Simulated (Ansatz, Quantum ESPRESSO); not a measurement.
# Predicting the next point of a tunnelling series: a Pt chain with one bond drawn out

**Set-up.** Quantum ESPRESSO 7.5 (pw.x, pwcond.x), PBE, GBRV ultrasoft; geometry as built. T is the transmission per spin at the Fermi level. The series steps the stretch of one bond.

| added stretch (Å) | T |
| --- | --- |
| 0.3 | 3.81 |
| 0.8 | 2.38 |
| 1.4 | 0.799 |

To predict: What is T at 2.2 Å?

**Fit.** These rows are near contact, where ln T need not fall linearly; take a line all the same. The last two rows give a slope of ln(2.38/0.799)/(1.4 − 0.8) = 1.819 per Å, so T(2.2) ≈ 0.799 × exp(−1.819 × 0.8) = 0.186.

**Check.** T = 0.15; the estimate is 1.24 times that. The slope over the last interval is 2.089: steeper than before. A second code, Ansatz 0.2.0, gives 0.142.

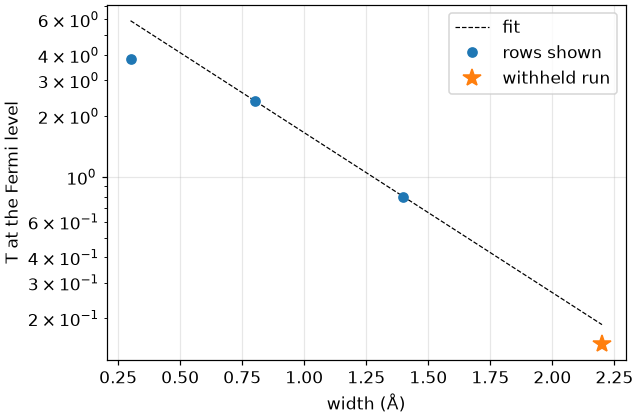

The rows shown, the fit and the withheld run.

Caveats: Short leads, unrelaxed atoms, a barrier without the image potential.
